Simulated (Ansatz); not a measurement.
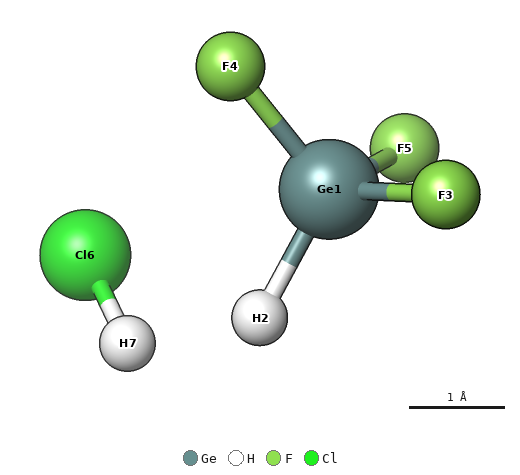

*The input geometry (ball-and-stick view, seen at a tilt; atoms are numbered from 1 in the order of the input). Sticks mark near contacts.*

Bond lengths as drawn: Cl–H 1.33 Å, F–Ge 1.72 Å and Ge–H 1.54 Å.

## Geometry relaxation, with input and output: GeH2ClF3

System: GeH2ClF3.
Method: RKS B3LYP/def2-SVP (Ansatz 0.2.0).

It belongs to a series of runs on one base structure; here: end point A relaxed. Figures and captions count atoms from 1; the log counts them from 0 in places.

**The program's output**
```
The last accepted step is kept in [file] (removed where the run ends without a failure and the disk answers)
Engine: ansatz 0.2.0, aarch64-unknown-linux-gnu
Functional definition: B3LYP
  parameter a0 = 0.2
  parameter ax = 0.72
  parameter ac = 0.81
  exchange = (1 - a0 - ax)*slater_x + ax*b88_x + a0*exact_x
  correlation = (1 - ac)*vwn_rpa_c + ac*lyp_c
1035 factors; integrals over basis functions are off by at most 3.5e-4 eV
mean field evaluation 1: about -77205.9281 eV, gradient 5.7e1 eV
mean field evaluation 2: about -77195.4400 eV, gradient 1.0e2 eV
mean field evaluation 4: about -77210.8196 eV, gradient 1.3e0 eV
mean field evaluation 8: about -77210.8375 eV, gradient 4.4e-2 eV
mean field -77210.83753206 eV, -2837.4459439179 hartree, gradient 4.2e-5 eV, S^2 0.000000; 0 other end points of the search recorded, 0 dependent functions left out
the calculation of the forces begins
reference -77210.83775149 eV, -2837.4459519817 hartree; 39, 39 occupied and 63, 63 virtual orbitals, 1035 factors
relax step   1: F+E_penalty+E_count = -77210.83753206 eV  Δ(F+E_penalty+E_count) = +0.000e0 eV  max|allowed force component| = 1.222e0 eV/Å  Δτ_max = 0.0000 Å  (27 SCF iters, accepted)
these checks for a lower state are left out or cut short: starts, cluster_reference, orbital_swaps, neighbouring_geometries, increment
1035 factors; integrals over basis functions are off by at most 3.5e-4 eV
mean field evaluation 16: about -77210.8645 eV, gradient 4.5e0 eV
mean field -77210.93200693 eV, -2837.4494158053 hartree, gradient 1.4e-5 eV, S^2 0.000000; 0 other end points of the search recorded, 0 dependent functions left out
[... from here on the field's lines of each further geometry are left out, up to the last ...]
relax step   2: F+E_penalty+E_count = -77210.93200693 eV  Δ(F+E_penalty+E_count) = -9.447e-2 eV  max|allowed force component| = 6.201e-1 eV/Å  Δτ_max = 0.1990 Å  (30 SCF iters, accepted)
relax step   3: F+E_penalty+E_count = -77210.95899426 eV  Δ(F+E_penalty+E_count) = -2.699e-2 eV  max|allowed force component| = 6.769e-1 eV/Å  Δτ_max = 0.1939 Å  (29 SCF iters, accepted)
relax step   4: F+E_penalty+E_count = -77210.99753834 eV  Δ(F+E_penalty+E_count) = -3.854e-2 eV  max|allowed force component| = 6.958e-2 eV/Å  Δτ_max = 0.2000 Å  (30 SCF iters, accepted)
relax step   5: F+E_penalty+E_count = -77211.00868995 eV  Δ(F+E_penalty+E_count) = -1.115e-2 eV  max|allowed force component| = 6.433e-2 eV/Å  Δτ_max = 0.1558 Å  (29 SCF iters, accepted)
relax step   6: F+E_penalty+E_count = -77211.00337667 eV  Δ(F+E_penalty+E_count) = +5.313e-3 eV  max|allowed force component| = 9.012e-1 eV/Å  Δτ_max = 0.1936 Å  (29 SCF iters, rejected (line search))
relax step   7: F+E_penalty+E_count = -77211.01552194 eV  Δ(F+E_penalty+E_count) = -6.832e-3 eV  max|allowed force component| = 4.848e-2 eV/Å  Δτ_max = 0.0968 Å  (30 SCF iters, accepted)
relax step   8: F+E_penalty+E_count = -77211.01962799 eV  Δ(F+E_penalty+E_count) = -4.106e-3 eV  max|allowed force component| = 2.965e-2 eV/Å  Δτ_max = 0.1000 Å  (29 SCF iters, accepted)
relax step   9: F+E_penalty+E_count = -77211.01504970 eV  Δ(F+E_penalty+E_count) = +4.578e-3 eV  max|allowed force component| = 5.654e-1 eV/Å  Δτ_max = 0.1463 Å  (28 SCF iters, rejected (line search))
relax step  10: F+E_penalty+E_count = -77211.02059474 eV  Δ(F+E_penalty+E_count) = -9.667e-4 eV  max|allowed force component| = 1.613e-1 eV/Å  Δτ_max = 0.0716 Å  (29 SCF iters, accepted)
relax step  11: F+E_penalty+E_count = -77211.02175290 eV  Δ(F+E_penalty+E_count) = -1.158e-3 eV  max|allowed force component| = 2.543e-2 eV/Å  Δτ_max = 0.0368 Å  (32 SCF iters, accepted)
the calculation of the forces begins
reference -77211.02220575 eV, -2837.4527305507 hartree; 39, 39 occupied and 63, 63 virtual orbitals, 1035 factors
relax step  12: F+E_penalty+E_count = -77211.02197288 eV  Δ(F+E_penalty+E_count) = -2.200e-4 eV  max|allowed force component| = 1.384e-2 eV/Å  Δτ_max = 0.0310 Å  (31 SCF iters, accepted)
```

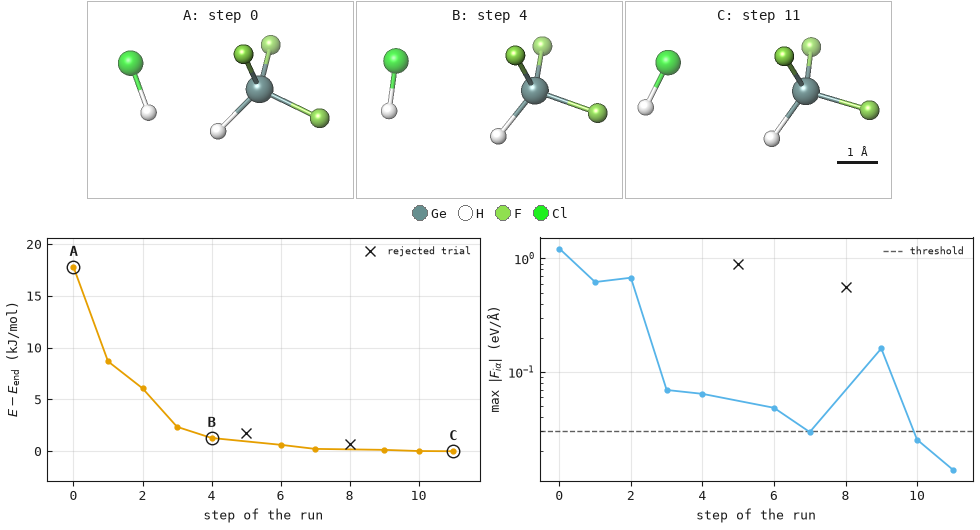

*Frames of the relaxation (ball-and-stick view, seen at a tilt) above the curves, on which the letters mark them (the first geometry is step 0 here and step 1 in the log).*

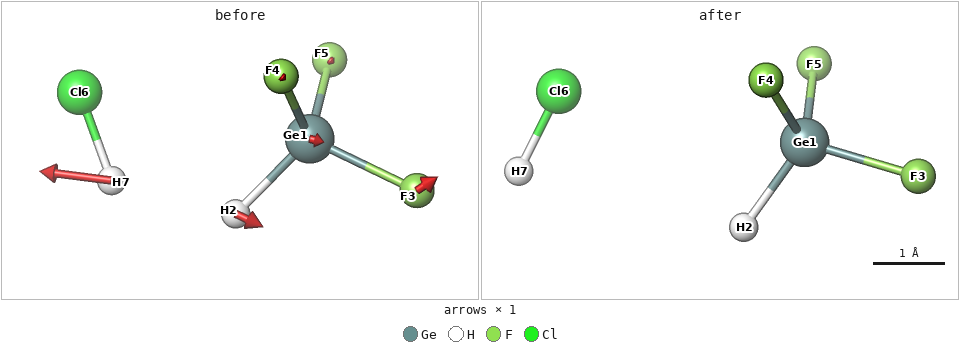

*Before (left) and after (right) the relaxation, at one scale (ball-and-stick view, seen at a tilt). The red arrows give the displacements, at true length.*

After 11 geometry steps the energy has fallen by 17.8 kJ/mol. Largest force component: 1.2 eV/Å at the start, 0.014 eV/Å at the end. The line search rejected the trial steps at points 5, 8 (counted from 0) and went back. The atom that moves furthest after the best rigid fit is H7 (1.07 Å). Largest moves by element: H 1.07 Å, F 0.38 Å, Ge 0.22 Å, Cl 0.02 Å. Distances before and after: Cl6–H7 1.332 → 1.291 Å, Ge1–H2 1.540 → 1.517 Å. (Atoms are counted from 1 in the order of the input.)

```
1035 factors; integrals over basis functions are off by at most 3.5e-4 eV
mean field -77211.02197288 eV, -2837.4527219930 hartree, gradient 8.8e-6 eV, S^2 0.000000; 1 other end points of the search recorded, 0 dependent functions left out
the calculation of the forces begins
reference -77211.02220575 eV, -2837.4527305507 hartree; 39, 39 occupied and 63, 63 virtual orbitals, 1035 factors
Total energy: -77211.02220575 eV, -2837.4527305507 hartree
Atom 0 at     0.395215    -0.000000    -0.183495 Å, force    -0.007185    -0.000000    -0.013837 eV/Å
Atom 1 at     0.457110    -0.000000     1.332612 Å, force     0.003028    -0.000000     0.003634 eV/Å
Atom 2 at     1.977078     0.000000    -0.867441 Å, force    -0.004182     0.000000     0.001816 eV/Å
Atom 3 at    -0.393352     1.382066    -0.836351 Å, force     0.004425    -0.001801     0.004806 eV/Å
Atom 4 at    -0.393352    -1.382066    -0.836351 Å, force     0.004425     0.001801     0.004806 eV/Å
Atom 5 at    -2.833817    -0.000000     1.542143 Å, force     0.001281     0.000000     0.002485 eV/Å
Atom 6 at    -2.578981     0.000000     2.807685 Å, force    -0.001791     0.000000    -0.003709 eV/Å
Dipole moment:    -0.056850    -0.000000     0.826590 e Å
```

**Trajectory as extended XYZ (Å, eV, eV/Å), 12 frames, from step=1 to step=12**
```
7
Properties=species:S:1:pos:R:3:forces:R:3 step=1 energy=-77210.83753
Ge    0.1961    0.0000   -0.0835    0.0528   0.0000   0.2594
H     0.0193    0.0000    1.4460    0.2915   0.0000  -0.4286
F     1.8658    0.0000   -0.5032    0.0056   0.0000   0.0021
F    -0.4777    1.3896   -0.8350   -0.0010  -0.0013  -0.0005
F    -0.4777   -1.3896   -0.8350   -0.0010   0.0013  -0.0005
Cl   -2.8180    0.0000    1.5401    0.8744   0.0000   0.6382
H    -1.6780    0.0000    2.2295   -1.2224   0.0000  -0.4701
7
Properties=species:S:1:pos:R:3:forces:R:3 step=2 energy=-77210.93201
Ge    0.2484    0.0000   -0.1120    0.0193   0.0000   0.0662
H     0.1370    0.0000    1.4046    0.0549   0.0000  -0.0564
F     1.9073    0.0000   -0.5692    0.0253   0.0000  -0.0635
F    -0.4539    1.3893   -0.8389    0.0113  -0.0165  -0.0178
F    -0.4539   -1.3893   -0.8389    0.0113   0.0165  -0.0178
Cl   -2.9101    0.0000    1.5753    0.4980   0.0000   0.3400
H    -1.8448    0.0000    2.3379   -0.6201   0.0000  -0.2507
7
Properties=species:S:1:pos:R:3:forces:R:3 step=3 energy=-77210.95899
Ge    0.2725    0.0000   -0.1308   -0.0219   0.0000  -0.0048
H     0.1980    0.0000    1.3791    0.0023   0.0000   0.1113
F     1.9244    0.0000   -0.6132    0.0353   0.0000  -0.1049
F    -0.4464    1.3885   -0.8445    0.0295  -0.0206  -0.0334
F    -0.4464   -1.3885   -0.8445    0.0295   0.0206  -0.0334
Cl   -2.8951    0.0000    1.5329    0.6021   0.0000   0.5893
H    -1.9771    0.0000    2.4797   -0.6769   0.0000  -0.5242
7
Properties=species:S:1:pos:R:3:forces:R:3 step=4 energy=-77210.99754
Ge    0.3120    0.0000   -0.1449    0.0280   0.0000  -0.0211
H     0.2621    0.0000    1.3721    0.0136   0.0000  -0.0055
F     1.9460    0.0000   -0.6928   -0.0149   0.0000  -0.0073
F    -0.4207    1.3830   -0.8544    0.0004   0.0187  -0.0014
F    -0.4207   -1.3830   -0.8544    0.0004  -0.0187  -0.0014
Cl   -2.9036    0.0000    1.5453    0.0266   0.0000  -0.0329
H    -2.1452    0.0000    2.5881   -0.0541   0.0000   0.0696
7
Properties=species:S:1:pos:R:3:forces:R:3 step=5 energy=-77211.00869
Ge    0.3462    0.0000   -0.1603    0.0560   0.0000  -0.0478
H     0.3262    0.0000    1.3591    0.0082   0.0000  -0.0325
F     1.9655    0.0000   -0.7558   -0.0643   0.0000   0.0373
F    -0.4025    1.3825   -0.8551   -0.0018   0.0109   0.0122
F    -0.4025   -1.3825   -0.8551   -0.0018  -0.0109   0.0122
Cl   -2.9257    0.0000    1.5553    0.0516   0.0000  -0.0187
H    -2.2772    0.0000    2.6708   -0.0479   0.0000   0.0373
7
Properties=species:S:1:pos:R:3:forces:R:3 step=6 energy=-77211.00338 accepted=F
Ge    0.3586    0.0000   -0.1745    0.0763   0.0000   0.0285
H     0.3607    0.0000    1.3455    0.0260   0.0000  -0.0573
F     1.9691    0.0000   -0.7957   -0.0777   0.0000   0.0285
F    -0.4006    1.3841   -0.8564    0.0001  -0.0035  -0.0042
F    -0.4006   -1.3841   -0.8564    0.0001   0.0035  -0.0042
Cl   -2.8213    0.0000    1.5150    0.2637   0.0000   0.9012
H    -2.4361    0.0000    2.7814   -0.2884   0.0000  -0.8925
7
Properties=species:S:1:pos:R:3:forces:R:3 step=7 energy=-77211.01552
Ge    0.3552    0.0000   -0.1714    0.0355   0.0000   0.0161
H     0.3449    0.0000    1.3479    0.0059   0.0000  -0.0321
F     1.9707    0.0000   -0.7735   -0.0271   0.0000   0.0085
F    -0.3968    1.3842   -0.8597   -0.0066   0.0044  -0.0017
F    -0.3968   -1.3842   -0.8597   -0.0066  -0.0044  -0.0017
Cl   -2.8904    0.0000    1.5494    0.0475   0.0000   0.0211
H    -2.3569    0.0000    2.7257   -0.0485   0.0000  -0.0102
7
Properties=species:S:1:pos:R:3:forces:R:3 step=8 energy=-77211.01963
Ge    0.3682    0.0000   -0.1799    0.0243   0.0000  -0.0091
H     0.3744    0.0000    1.3371    0.0026   0.0000   0.0083
F     1.9766    0.0000   -0.7996   -0.0095   0.0000  -0.0016
F    -0.3912    1.3842   -0.8610   -0.0070  -0.0028  -0.0007
F    -0.3912   -1.3842   -0.8610   -0.0070   0.0028  -0.0007
Cl   -2.8619    0.0000    1.5502    0.0263   0.0000   0.0255
H    -2.4451    0.0000    2.7729   -0.0297   0.0000  -0.0217
7
Properties=species:S:1:pos:R:3:forces:R:3 step=9 energy=-77211.01505 accepted=F
Ge    0.3833    0.0000   -0.1859    0.0346   0.0000   0.0154
H     0.4228    0.0000    1.3310    0.0147   0.0000  -0.0083
F     1.9761    0.0000   -0.8456   -0.0161   0.0000  -0.0006
F    -0.3939    1.3831   -0.8501   -0.0037  -0.0045  -0.0028
F    -0.3939   -1.3831   -0.8501   -0.0037   0.0045  -0.0028
Cl   -2.7835    0.0000    1.5326    0.0531   0.0000   0.5646
H    -2.5810    0.0000    2.8270   -0.0789   0.0000  -0.5654
7
Properties=species:S:1:pos:R:3:forces:R:3 step=10 energy=-77211.02059
Ge    0.3748    0.0000   -0.1822    0.0168   0.0000   0.0117
H     0.3961    0.0000    1.3349    0.0123   0.0000  -0.0034
F     1.9754    0.0000   -0.8212   -0.0046   0.0000  -0.0044
F    -0.3938    1.3833   -0.8554   -0.0037  -0.0013  -0.0028
F    -0.3938   -1.3833   -0.8554   -0.0037   0.0013  -0.0028
Cl   -2.8169    0.0000    1.5391    0.0265   0.0000   0.1613
H    -2.5118    0.0000    2.7989   -0.0435   0.0000  -0.1595
7
Properties=species:S:1:pos:R:3:forces:R:3 step=11 energy=-77211.02175
Ge    0.3885    0.0000   -0.1828   -0.0108   0.0000  -0.0254
H     0.4315    0.0000    1.3334    0.0097   0.0000   0.0112
F     1.9778    0.0000   -0.8491   -0.0038   0.0000   0.0041
F    -0.3926    1.3820   -0.8448    0.0044  -0.0009   0.0051
F    -0.3926   -1.3820   -0.8448    0.0044   0.0009   0.0051
Cl   -2.8343    0.0000    1.5441    0.0012   0.0000   0.0022
H    -2.5484    0.0000    2.8029   -0.0050   0.0000  -0.0023
7
Properties=species:S:1:pos:R:3:forces:R:3 step=12 energy=-77211.02197
Ge    0.3952    0.0000   -0.1835   -0.0072   0.0000  -0.0138
H     0.4571    0.0000    1.3326    0.0030   0.0000   0.0036
F     1.9771    0.0000   -0.8674   -0.0042   0.0000   0.0018
F    -0.3934    1.3821   -0.8364    0.0044  -0.0018   0.0048
F    -0.3934   -1.3821   -0.8364    0.0044   0.0018   0.0048
Cl   -2.8338    0.0000    1.5421    0.0013   0.0000   0.0025
H    -2.5790    0.0000    2.8077   -0.0018   0.0000  -0.0037
```

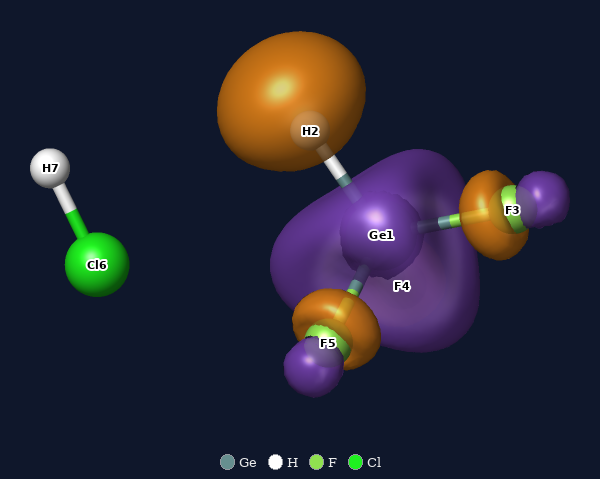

*The LUMO at ±0.15 Å⁻³ᐟ² (orange and purple are the two phases), seen at a tilt.*

By Hirshfeld shares it lies mainly on Ge1 (45 %), H2 (20 %), F4 (10 %), F5 (10 %) and F3 (10 %). Its energy is −0.62 eV.

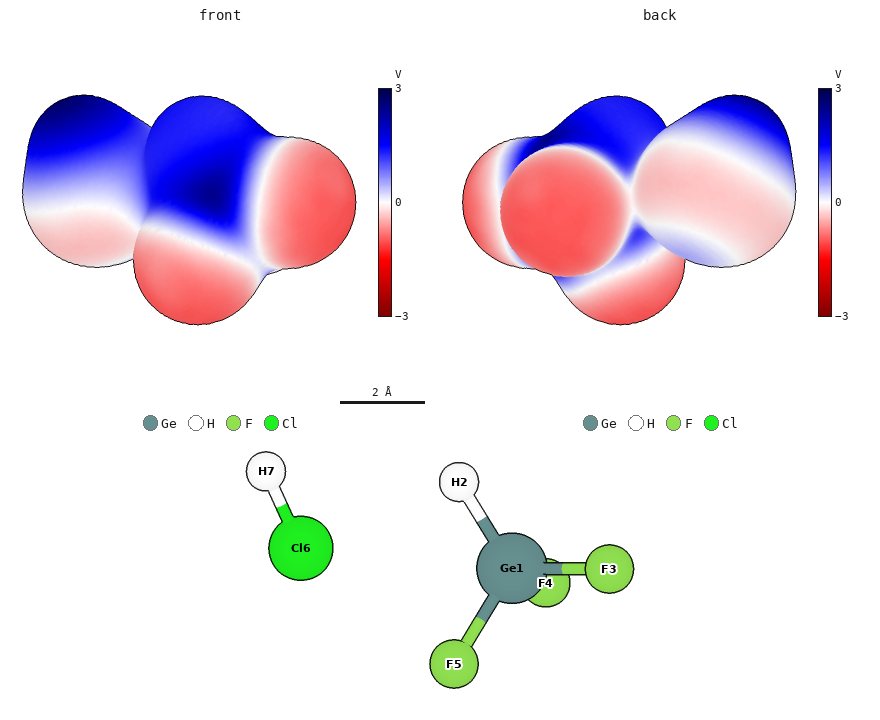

*The molecular electrostatic potential painted on the density surface at 0.002 e/bohr³, seen at a tilt and from behind; the colour scale runs from red (negative) to blue (positive). The bare structure is drawn below in the same view.*

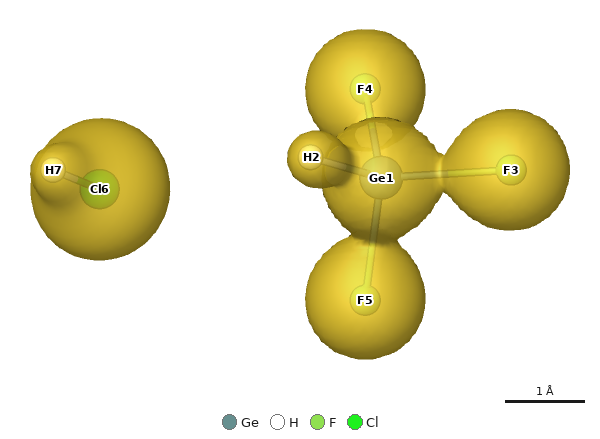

*Isosurface of the total electron density at 0.8 e/Å³ (yellow), seen from the side.*

At this value the surface falls into two separate pieces. It is pinched off along the Ge···Cl (3.66 Å) contacts. On the grid the lowest density along these lines, outside the cores, is 0.04 e/Å³ (Ge···Cl, 3.66 Å), 0.94 e/Å³ (Ge–F, 1.72 Å), 1.6 e/Å³ (Cl–H, 1.29 Å) and 0.95 e/Å³ (Ge–H, 1.52 Å).

The run was set up as follows.

**Input file**
```yaml
crystal:
  periodic: [false, false, false]
  atoms:
    - { symbol: Ge, position_ang: [0.19611, 0.0, -0.083515] }
    - { symbol: H, position_ang: [0.019302, 0.0, 1.445955] }
    - { symbol: F, position_ang: [1.865758, 0.0, -0.503151] }
    - { symbol: F, position_ang: [-0.477652, 1.389551, -0.835035] }
    - { symbol: F, position_ang: [-0.477652, -1.389551, -0.835035] }
    - { symbol: Cl, position_ang: [-2.817983, 0.0, 1.540053] }
    - { symbol: H, position_ang: [-1.677982, 0.0, 2.229529] }
basis:
  gaussian: { orbitals: def2-SVP }
hamiltonian:
  xc: b3lyp
relax:
  f_tol: 0.03
  max_steps: 50
output:
  orbitals: {}
```

Launched with:
```bash
ansatz run input.yaml --threads 2 --pin off --max-ram 3072MiB --backend cpu --events-out ev --progress --plain --runs-dir out
```

**Results in brief**

```json
{"quantity": "outcome", "value": "converged"}
{"quantity": "total energy", "value": "−77211.0222 eV"}
{"quantity": "mean-field energy", "value": "−77211.0222 eV"}
{"quantity": "largest force (length of the vector) at the end", "value": "0.016 eV/Å"}
{"quantity": "hardware", "value": "2 threads of Arm Neoverse V2, 24 GiB of memory available, shared host"}
{"quantity": "wall time", "value": "28 s (CPU time 53 s)"}
{"quantity": "peak memory", "value": "0.24 GiB"}
```
